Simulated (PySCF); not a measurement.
SMILES F[SiH2]O[SiH2]O[SiH2]N at its GFN2-xTB optimised geometry (Å):

```
15

Si     1.2136    -0.1492     0.6163
F      2.2577     0.3379    -0.4977
O     -0.2242     0.1843     0.0000
Si    -1.8518     0.1843     0.0000
O     -2.3872    -0.4894     1.3574
Si    -2.2449    -1.2235     2.8116
N     -0.6676    -1.3040     3.4862
H      1.4739     0.6652     1.7908
H      1.4097    -1.5829     0.7462
H     -2.2577    -0.6533    -1.1177
H     -2.2516     1.5829     0.0000
H     -3.0462    -0.3983     3.7064
H     -2.6742    -2.5989     2.5916
H      0.0144    -1.9411     3.1101
H     -0.2130    -0.4664     3.8096
```

Calculation: PySCF 2.14.0 with CAM-B3LYP/def2-TZVP. Cells within 0.4 Å of a nucleus heavier than hydrogen are left out (blank, or x).

Map of the electron localisation function on the plane z = 1.0 Å:

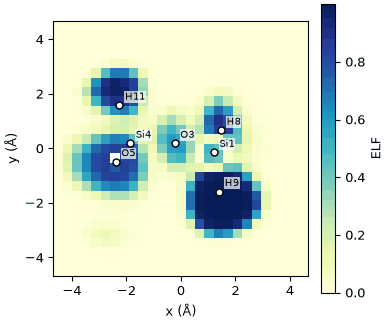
Electron localisation function on the plane z = 1.0 Å.
